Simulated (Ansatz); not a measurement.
## Sensitivity of the G0W0 gap of C2S3 (P2_1/c)

Aim: change settings of a G0W0 run on C2S3 (P2_1/c) and see what moves.

Program: Ansatz 0.2.0. Level of theory: G0W0 on PBE, plane waves, PAW; PAW set soft_1. Results are calculated unless marked as measured.

## (1) Starting point

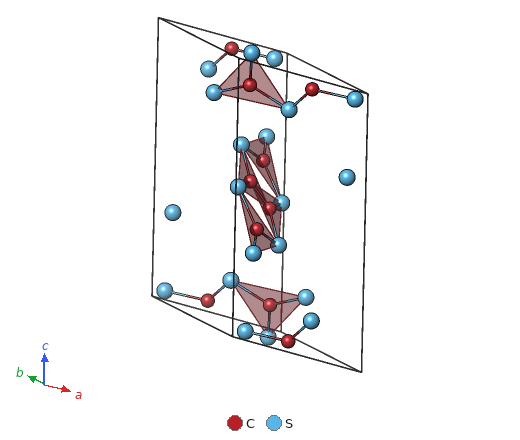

Start, viewed slightly off an axis; carbon red, sulfur blue. Bonds to atoms that aren't drawn are left out. Some periodic images of atoms are drawn too.

Geometry: measured cell, ions relaxed with PBE. The runs that relaxed it are not among those shown.

## (2) The base run: 2×2×2 mesh, 477 empty bands, screening to 66 eV, PAW set soft_1 files

Now the one-shot GW correction: screening in the RPA, then the self-energy of the levels asked for. This step takes PAW set soft_1 files.

Contents of input.yaml:

```yaml
crystal:
  lattice:
    - [5.805, 0.0, 0.0]
    - [0.0, 6.6377, 0.0]
    - [-3.5391430821, 0.0, 10.1819277854]
  atoms:
    - { symbol: C, position: [0.4275340412, 0.9956591813, 0.0389019337] }
    - { symbol: C, position: [0.5724659588, 0.4956591813, 0.4610980663] }
    - { symbol: C, position: [0.5724659588, 0.0043408187, 0.9610980663] }
    - { symbol: C, position: [0.4275340412, 0.5043408187, 0.5389019337] }
    - { symbol: C, position: [0.2857765633, 0.3123523348, 0.8947240389] }
    - { symbol: C, position: [0.7142234367, 0.8123523348, 0.6052759611] }
    - { symbol: C, position: [0.7142234367, 0.6876476652, 0.1052759611] }
    - { symbol: C, position: [0.2857765633, 0.1876476652, 0.3947240389] }
    - { symbol: S, position: [0.2143970329, 0.1860506622, 0.019479966] }
    - { symbol: S, position: [0.7856029671, 0.6860506622, 0.480520034] }
    - { symbol: S, position: [0.7856029671, 0.8139493378, 0.980520034] }
    - { symbol: S, position: [0.2143970329, 0.3139493378, 0.519479966] }
    - { symbol: S, position: [0.5239473935, 0.2046179098, 0.852551854] }
    - { symbol: S, position: [0.4760526065, 0.7046179098, 0.647448146] }
    - { symbol: S, position: [0.4760526065, 0.7953820902, 0.147448146] }
    - { symbol: S, position: [0.5239473935, 0.2953820902, 0.352551854] }
    - { symbol: S, position: [0.1369031152, 0.5137988273, 0.8191576789] }
    - { symbol: S, position: [0.8630968848, 0.0137988273, 0.6808423211] }
    - { symbol: S, position: [0.8630968848, 0.4862011727, 0.1808423211] }
    - { symbol: S, position: [0.1369031152, 0.9862011727, 0.3191576789] }
kpoints:
  mp_grid: { grid: [2, 2, 2] }
hamiltonian:
  xc: pbe
  pseudopotentials: { kind: paw, azcp: { folder: soft_1 } }
scf:
  occupations: { method: fixed }
gw:
  n_empty_bands: 477
  ecut_chi: 66
  qp_bands: [v4, c4]
  qp_kpoints: band_edges
  screening: { model: contour_deformation }
```

Launch:

```
$ ansatz run input.yaml --threads 2 --pin off --max-ram 92160MiB --backend cuda --events-out ev --progress --plain --runs-dir out --devices 1 --max-vram 13GiB
```

Numbers of over 12 decimals in the logs are rounded to 6 here.

Output:

```text
GPUs: using 1 of 1 available (devices: 1).
Engine: ansatz 0.2.0, x86_64-unknown-linux-gnu
Pseudopotentials: kind: paw
Pseudopotential: C, paw, valence charge 4, recommended cutoff 420 eV (normal), soft_1/C.paw.azcp
Pseudopotential: S, paw, valence charge 6, recommended cutoff 420 eV (normal), soft_1/S.paw.azcp
Functional definition: PBE
  parameter kappa = 0.804
  parameter beta = 0.066725
  exchange = pbe_x(kappa = kappa, mu = beta*pi^2/3)
  correlation = pbe_c(beta = beta)
device memory: the entry about to start is reckoned to put 3.3 GiB on a device that reports 34.0 GiB free (of which the cap on the GPU budget leaves the run 13.0 GiB)
GPU FFT provider: cuFFT
GPU libraries: cuBLAS 13.8.2, cuFFT 12.4.0, cuSOLVER 12.3.4
Crystal: 20 atoms, lattice volume = 392.328 Å³
Basis set: ecut = 420 eV, 7669 PW (Γ)
Bands: 72, of which v1, the nominal top of the filled ones, is band 52 counted from 1 (51 counted from 0)
Symmetry: 4 space group operations
Space group: P21/c (ITA 14), of the structure as read, at distance tolerance 7.3e-5 Å
k-points: 8
Non-local potential: C, projectors of the file, l = 0: 2, l = 1: 2, l = 2: 1
Non-local potential: S, projectors of the file, l = 0: 2, l = 1: 2, l = 2: 1
PAW form: soft (Blöchl's): semilocal exchange-correlation on the pseudo side does not see the compensation charge
PAW one-centre angular grid: C, 110 points (default); XC on 64 Gauss nodes
PAW one-centre angular grid: S, 110 points (default); XC on 64 Gauss nodes
Initial density: superposition of atomic densities (chi_scale 0.1, normalization cell, long waves kept (reshape's long-wave potential 0.01 eV rms))
Initial wavefunctions: pseudopotential atomic-orbital guess
GPU buffer pool allocated for 135000 grid points (all kernels)
GPU transforms: local potential and band sums: pruned to the plane-wave sphere, on 40×45×75
Functional: x = pbe(κ = 0.804, μ = 0.219515), c = pbe(β = 0.066725)
SCF iter   1: F=—  HF=-12831.857933 eV  |F-HF|=—  |Δ(HF+E_count)|=         —  Δρ=6.93e-2  dr2=2.35e1  ethr=3.10e-3  ⟨swp⟩=5.0  Hψ=2447  notcnv=0  defer=137
preconditioner: auto → Resta (q_TF=auto, 2.187 Å⁻¹)  ε∞=3.9  [insulator: Δε(μ)=1.740 eV  Ē_g=11.073 eV  n_scr=64 (ndim 8)  ℏωp=18.7 eV  f_vac=0.007  ε∞_Penn≈3.9]
SCF iter   2: F=—  HF=-12825.961295 eV  |F-HF|=—  |Δ(HF+E_count)|=    5.90e0  Δρ=2.79e-2  dr2=1.99e0  ethr=3.10e-3  ⟨swp⟩=3.0  Hψ=1152  notcnv=0  defer=126
SCF iter   3: F=—  HF=-12825.529403 eV  |F-HF|=—  |Δ(HF+E_count)|=   4.32e-1  Δρ=1.18e-2  dr2=3.77e-1  ethr=1.91e-3  ⟨swp⟩=2.4  Hψ=740  notcnv=0  defer=142
SCF iter   4: F=—  HF=-12825.499059 eV  |F-HF|=—  |Δ(HF+E_count)|=   3.03e-2  Δρ=2.82e-3  dr2=4.56e-2  ethr=3.63e-4  ⟨swp⟩=2.4  Hψ=822  notcnv=0  defer=144
[...]
NSCF: frozen V_eff on 1 k-points
SCF converged after 10 iterations
Free energy (F): -12825.501499 eV
Harris-Foulkes:  -12825.501499 eV  (|F-HF|=1.93e-8)
Internal energy: -12825.501499 eV  (E = F + TS)
E sigma→0 (E₀):  -12825.501499 eV
Fermi energy:    3.709518 eV
--- Per-component energies (eV) ---
  E_band       = -383.897657
  E_kinetic    = 1955.427462
  E_local      = -3974.268327  (includes V_loc(G=0)·N_el)
  E_nonlocal   = 606.005096
  E_hartree    = 1322.792155
  E_xc         = -1431.207606
  E_vxc        = -1439.525784  (∫ρ·V_xc dr)
  E_paw        = -8101.574962  (= ΣΔE_a)
  E_vpaw       = -177.118126  (= ΣTr[D̂ρ^β])
  E_aug_tail   = 0.000138  (compensation charges beyond the density's cutoff)
  E_ewald      = -3202.675455
  E_smearing   = -0.000000  (= −TS)
  E_closure    = 0.000000  (closes the sum)
  Σ components = -12825.501499   (vs F -12825.501499, Δ=0.00e0)
--- Band table (eV; the first three rows and the last of 8) ---
  k-point 0: bands = [... 48 lower, 2.9786, 3.2741, 3.3400, 3.5294, 5.2998, 5.9292, 6.0126, 6.0954, ... 16 higher]
  k-point 1: bands = [... 48 lower, 3.1316, 3.1316, 3.5071, 3.5071, 5.5710, 5.5710, 6.1759, 6.1759, ... 16 higher]
  k-point 2: bands = [... 48 lower, 3.2061, 3.2061, 3.4985, 3.4985, 5.7339, 5.7339, 6.0934, 6.0934, ... 16 higher]
  k-point 7: bands = [... 48 lower, 2.9516, 2.9516, 3.4793, 3.4793, 5.4817, 5.4817, 5.7377, 5.7377, ... 16 higher]
--- G₀W₀: contour deformation, 6 samples at zero and on the imaginary axis and 1 off it, 8 q-points, 477 empty bands' worth ---
  eigenvalues of the whole cell's RPA ε∞ on this k-mesh (on a slab, of 1 + 4πα/V) = 4.1634, 4.6575, 5.0717; static W/v taken at q = 0 is 0.216237
  bands read: the sum over 529 bands ends inside a degenerate multiplet in 6 slots, whose members it reads at an even weight; the widest, k=1: bands 529 to 530 (counted from 1) at 1/2 each
  gw.qp_kpoints: band_edges: 8 of 8 stored k-points solved, in 1 pass; an edge of the gap read off the rows below is read off those points alone
    ik  band        ε_KS         Σx   Σc(E_QP)       V_xc       Z   E_QP_lin       E_QP  E_QP is
     0    49      2.9786   -17.8255     2.4355   -14.9032  0.7164     2.4824     2.4919  root
     0    50      3.2741   -16.5306     1.7253   -14.4578  0.7315     2.9235     2.9267  root
     0    51      3.3400   -18.0044     2.3797   -15.1485  0.7261     2.8561     2.8638  root
     0    52      3.5294   -16.7459     1.6137   -14.7788  0.7360     3.1732     3.1760  root
     0    53      5.2998    -9.7473    -3.0974   -13.7160  0.7428     6.1914     6.1711  root
     0    54      5.9292   -10.1376    -3.4851   -14.5537  0.7233     6.9054     6.8602  root
     0    55      6.0126    -9.6827    -3.6810   -14.3114  0.7324     7.0040     6.9604  root
     0    56      6.0954   -10.0751    -3.5121   -14.4862  0.7346     7.0335     6.9943  root
[...]
7    53      5.4817    -9.4002    -3.3375   -13.5983  0.7415     6.3654     6.3424  root
     7    54      5.4817    -9.4002    -3.3375   -13.5983  0.7415     6.3654     6.3424  root
     7    55      5.7377    -9.6750    -3.4310   -14.0242  0.7361     6.6876     6.6560  root
     7    56      5.7377    -9.6750    -3.4310   -14.0242  0.7361     6.6876     6.6560  root
```

Elapsed: 33 s, on 1 × NVIDIA H100 80GB HBM3 (shared by 6 runs) with 2 threads of AMD EPYC 7R13 (Zen 3), shared host; peak memory 2 GiB; 41 s of CPU time.

In the SCF lines HF is the Harris–Foulkes energy and dr2 the Hartree energy of the density residual, in eV; the loop may stop once dr2 is under the threshold and the program's other checks hold. Hψ counts applications of the Hamiltonian.

This step gave:

```yaml
bands_summed: 529
rpa_eps_infinity_on_this_mesh_eigenvalues: 4.163, 4.657, 5.072
plane_waves_in_the_screening_matrix: 475
q_points_in_the_mesh: 8
g0w0_gap_on_the_mesh: 2.795 eV
k_of_the_valence_top: -0.5, 0, 0
k_of_the_conduction_bottom: 0, 0, 0
starting_gap_on_the_mesh: 1.590 eV
z_at_the_valence_top: 0.7366
z_at_the_conduction_bottom: 0.7428
least_direct_g0w0_gap_on_the_computed_points: 2.820 eV
```

The gap on the mesh goes from 1.59 eV to 2.79 eV, a correction of +1.20 eV. Between the two edge states, bare exchange in place of the xc potential would open the gap by 5.88 eV, and correlation takes back 4.67 eV.

## (3) Variant: static remainder

This step: G0W0 on PBE, plane waves, norm-conserving pseudopotentials.

Edit input.yaml of step 2 so:

```diff
@@ -30,3 +30,3 @@
   xc: pbe
-  pseudopotentials: { kind: paw, azcp: { folder: soft_1 } }
+  pseudopotentials: { kind: nc }
 scf:
@@ -34,4 +34,4 @@
 gw:
-  n_empty_bands: 477
-  ecut_chi: 66
+  n_empty_bands: 414
+  ecut_chi: 100
   qp_bands: [v4, c4]
@@ -39 +39,2 @@
   screening: { model: contour_deformation }
+  static_remainder: true
```

Output:

```text
Warning: gw takes pair_densities: pseudo, which can misplace gaps by tens of per cent, since gw.static_remainder lacks the terms of the atoms
GPUs: using 1 of 1 available (devices: 1).
[...]
GPU FFT provider: cuFFT
GPU libraries: cuBLAS 13.8.2, cuFFT 12.4.0, cuSOLVER 12.3.4
Crystal: 20 atoms, lattice volume = 392.328 Å³
Basis set: ecut = 1115.666836 eV, 33161 PW (Γ)
Bands: 72, of which v1, the nominal top of the filled ones, is band 52 counted from 1 (51 counted from 0)
Symmetry: 4 space group operations
[...]
k-points: 8
[...]
GPU buffer pool allocated for 576000 grid points (all kernels)
[...]
SCF iter   1: F=—  HF=-4905.193353 eV  |F-HF|=—  |Δ(HF+E_count)|=         —  Δρ=7.03e-2  dr2=2.43e1  ethr=3.10e-3  ⟨swp⟩=5.0  Hψ=2572  notcnv=0  defer=130
[...]
SCF iter  10: F=-4898.605143 eV  HF=-4898.605143 eV  |F-HF|=9.82e-11  |Δ(HF+E_count)|=   4.70e-7  Δρ=2.63e-6  dr2=3.98e-8  ethr=9.62e-11  ⟨swp⟩=20.1  Hψ=4580  notcnv=0
SCF 1 converged in 10 iterations: F = -4898.605143 eV  dr2 = 3.98e-8
[...]
NSCF: frozen V_eff on 8 k-points
[...]
G₀W₀ screening: q 1/8
[... further progress lines ...]
[...]
SCF converged after 10 iterations
Free energy (F): -4898.605143 eV
[...]
Internal energy: -4898.605143 eV  (E = F + TS)
E sigma→0 (E₀):  -4898.605143 eV
Fermi energy:    3.727845 eV
[...]
--- Band table (eV; the first three rows and the last of 8) ---
  k-point 0: bands = [... 48 lower, 2.9959, 3.2926, 3.3560, 3.5478, 5.3191, 5.9483, 6.0300, 6.1137, ... 16 higher]
  k-point 1: bands = [... 48 lower, 3.1481, 3.1481, 3.5255, 3.5255, 5.5902, 5.5902, 6.1948, 6.1948, ... 16 higher]
  k-point 2: bands = [... 48 lower, 3.2234, 3.2234, 3.5165, 3.5165, 5.7532, 5.7532, 6.1120, 6.1120, ... 16 higher]
  k-point 7: bands = [... 48 lower, 2.9692, 2.9692, 3.4975, 3.4975, 5.5001, 5.5001, 5.7568, 5.7568, ... 16 higher]
[...]
static-remainder magnitude (band-truncation diagnostic): 0.9045 eV
[...]
0    49      2.9959   -15.9385     2.1885   -12.8474  0.7117     2.0520     2.0933  root
     0    50      3.2926   -15.1230     1.4327   -12.9207  0.7266     2.5046     2.5230  root
     0    51      3.3560   -16.0797     2.0893   -13.0621  0.7220     2.3933     2.4277  root
     0    52      3.5478   -15.1374     1.3058   -13.0311  0.7307     2.7301     2.7473  root
     0    53      5.3191    -8.6312    -3.4384   -12.5015  0.7378     5.7552     5.7510  root
     0    54      5.9483    -8.8500    -3.8367   -13.1512  0.7178     6.4206     6.4127  root
     0    55      6.0300    -8.3630    -4.0221   -12.8769  0.7274     6.5304     6.5218  root
     0    56      6.1137    -8.6080    -3.8574   -12.8879  0.7296     6.5424     6.5361  root
[...]
7    53      5.5001    -8.2983    -3.6737   -12.4035  0.7368     5.9364     5.9316  root
     7    54      5.5001    -8.2983    -3.6737   -12.4035  0.7368     5.9364     5.9316  root
     7    55      5.7568    -8.4933    -3.7822   -12.7399  0.7310     6.2275     6.2211  root
     7    56      5.7568    -8.4933    -3.7822   -12.7399  0.7310     6.2275     6.2211  root
```

Wall time 27 s (1 × NVIDIA H100 80GB HBM3 (shared by 6 runs) with 2 threads); peak memory 4.3 GiB.

Against the base:

```
              setting            base          variant
                files  PAW set soft_1  norm-conserving
          empty bands             477              414
screening cutoff (eV)              66              100
     static remainder               -             true
```

```csv
quantity,variant,base
starting gap on the mesh,1.591,1.590
G0W0 gap on the mesh,2.821,2.795
least direct G0W0 gap on the computed points,2.864,2.820
Z at the valence top,0.731,0.737
Z at the conduction bottom,0.738,0.743
```

## (4) Variant: wavefunction cutoff

This step: G0W0 on PBE, plane waves, PAW; PAW set soft_1.

Edit input.yaml of step 3 so:

```diff
@@ -30,3 +30,3 @@
   xc: pbe
-  pseudopotentials: { kind: nc }
+  pseudopotentials: { kind: paw, azcp: { folder: soft_1 } }
 scf:
@@ -34,3 +34,3 @@
 gw:
-  n_empty_bands: 414
+  n_empty_bands: 890
   ecut_chi: 100
@@ -39,2 +39,3 @@
   screening: { model: contour_deformation }
-  static_remainder: true
+basis:
+  ecutwfc: 300
```

Output:

```text
Warning: basis.ecutwfc = 300 eV is below the records' recommended 420 eV, and the density's cutoff is lower with it unless basis.ecutrho_ratio is high enough to keep the records' density cutoff: compare with a run at a higher cutoff
GPUs: using 1 of 1 available (devices: 1).
[...]
GPU FFT provider: cuFFT
GPU libraries: cuBLAS 13.8.2, cuFFT 12.4.0, cuSOLVER 12.3.4
Crystal: 20 atoms, lattice volume = 392.328 Å³
Basis set: ecut = 300 eV, 4657 PW (Γ)
Bands: 72, of which v1, the nominal top of the filled ones, is band 52 counted from 1 (51 counted from 0)
Symmetry: 4 space group operations
[...]
k-points: 8
[...]
GPU buffer pool allocated for 92160 grid points (all kernels)
[...]
SCF iter   1: F=—  HF=-12830.632580 eV  |F-HF|=—  |Δ(HF+E_count)|=         —  Δρ=6.85e-2  dr2=2.29e1  ethr=3.10e-3  ⟨swp⟩=5.1  Hψ=2567  notcnv=0  defer=140
[...]
SCF iter  10: F=-12824.461556 eV  HF=-12824.461556 eV  |F-HF|=1.89e-8  |Δ(HF+E_count)|=   3.83e-7  Δρ=1.66e-6  dr2=1.66e-8  ethr=9.62e-11  ⟨swp⟩=15.2  Hψ=3276  notcnv=0
SCF 1 converged in 10 iterations: F = -12824.461556 eV  dr2 = 1.66e-8
[...]
G₀W₀ screening: q 1/8
[... further progress lines ...]
[...]
SCF converged after 10 iterations
Free energy (F): -12824.461556 eV
[...]
Internal energy: -12824.461556 eV  (E = F + TS)
E sigma→0 (E₀):  -12824.461556 eV
Fermi energy:    3.711366 eV
[...]
--- Band table (eV; the first three rows and the last of 8) ---
  k-point 0: bands = [... 48 lower, 2.9792, 3.2773, 3.3407, 3.5313, 5.3084, 5.9385, 6.0210, 6.1015, ... 16 higher]
  k-point 1: bands = [... 48 lower, 3.1328, 3.1328, 3.5097, 3.5097, 5.5796, 5.5796, 6.1861, 6.1861, ... 16 higher]
  k-point 2: bands = [... 48 lower, 3.2073, 3.2073, 3.5009, 3.5009, 5.7431, 5.7431, 6.1016, 6.1016, ... 16 higher]
  k-point 7: bands = [... 48 lower, 2.9533, 2.9533, 3.4815, 3.4815, 5.4912, 5.4912, 5.7477, 5.7477, ... 16 higher]
[...]
0    49      2.9792   -17.8280     2.2443   -14.9008  0.7129     2.2758     2.2963  root
     0    50      3.2773   -16.5485     1.5252   -14.4626  0.7276     2.7077     2.7166  root
     0    51      3.3407   -17.9881     2.1636   -15.1379  0.7230     2.6371     2.6541  root
     0    52      3.5313   -16.7447     1.4009   -14.7732  0.7319     2.9529     2.9609  root
     0    53      5.3084    -9.7341    -3.3111   -13.6992  0.7386     5.9728     5.9624  root
     0    54      5.9385   -10.1252    -3.7034   -14.5372  0.7187     6.6683     6.6470  root
     0    55      6.0210    -9.6712    -3.8904   -14.2969  0.7282     6.7788     6.7563  root
     0    56      6.1015   -10.0658    -3.7246   -14.4727  0.7305     6.8035     6.7839  root
[...]
7    53      5.4912    -9.3884    -3.5458   -13.5822  0.7375     6.1510     6.1392  root
     7    54      5.4912    -9.3884    -3.5458   -13.5822  0.7375     6.1510     6.1392  root
     7    55      5.7477    -9.6603    -3.6479   -14.0058  0.7318     6.4614     6.4454  root
     7    56      5.7477    -9.6603    -3.6479   -14.0058  0.7318     6.4614     6.4454  root
```

Run time: 24 s. Hardware: 1 × NVIDIA H100 80GB HBM3 (shared by 6 runs) with 2 threads; peak memory 2.6 GiB; 33 s of CPU time.

The G0W0 gap on the mesh is 2.808 eV.

Against the base:

| setting | base | variant |
| --- | --- | --- |
| empty bands | 477 | 890 |
| screening cutoff (eV) | 66 | 100 |
| typed cutoff | - | 300 |

| quantity | variant | base |
| --- | --- | --- |
| starting gap on the mesh | 1.597 | 1.590 |
| G0W0 gap on the mesh | 2.808 | 2.795 |
| least direct G0W0 gap on the computed points | 2.845 | 2.820 |
| Z at the valence top | 0.732 | 0.737 |
| Z at the conduction bottom | 0.739 | 0.743 |

## (5) Results

```json
{"base": "2.79 eV, 33 s", "static remainder": "2.82 eV, 27 s", "wavefunction cutoff": "2.81 eV, 24 s"}
```

**Reading.** Static remainder: the gap moves by +0.03 eV (the plane-wave cutoff goes from 420 to 1115.67 eV); such settings are too crude to quote. The variant differs from the base in files, empty bands, screening cutoff and static remainder together, so the change can't be laid to one of them. This option needs pseudo pair densities, which the log warns can misplace gaps. Wavefunction cutoff: the gap moves by +0.01 eV (the plane-wave cutoff goes from 420 to 300 eV). The variant differs from the base in empty bands, screening cutoff and typed cutoff together, so the change can't be laid to one of them. All runs here use a coarse mesh and modest cutoffs; they test settings and are not final values. The 2×2×2 mesh is coarse for this cell (its supercell is 12 Å along the shortest edge). The RPA ε∞ on it, from the PBE start, is 4.16, 4.66 and 5.07; such meshes misread the long-range screening, most where the gap is narrow.

[Paths, hosts, dates, memory and timing lines, banners, echoed tables and standing remarks are left out of the program output.]

[Logs are printed without paths, hosts, clocks, repeated set-up lines and the standing remarks that a program may print on its own settings, such as how far it seeks lower states.]

[Runs of the session that timed out or met a known fault of the program may be left out.]

[Cells called generated may have been cut or substituted from an entry of the Crystallography Open Database or the Materials Project.]

[Hosts, paths, dates, database ids (printed as entryN), source tags and the programs' standing remarks are cut or masked in the printed files.]
